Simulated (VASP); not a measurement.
Band structure of SrTe (rock salt). Calculation: vdW-DF2, VASP's PBE PAW potentials (set 64) (plane waves; VASP 6.6.1).

Unless said otherwise, spin-orbit coupling is left out, though it shifts the bands of the heavy elements here.

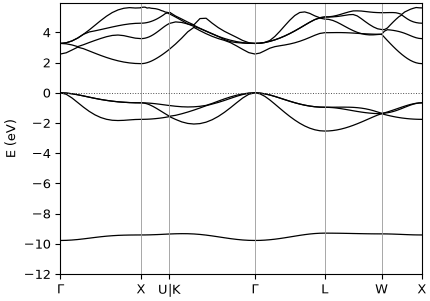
*Bands along high-symmetry lines, zero at the valence-band maximum or, without a gap, the Fermi level*

### Question
Read the plot: is there a gap, and where are the band edges?

### Answer
The gap is indirect, 1.93 eV, from the valence maximum at Γ to the conduction minimum at X. (Edges off the drawn lines would not show.)

The compound is SrTe in the rock salt structure. It was relaxed first, which changed the volume by +9 %.
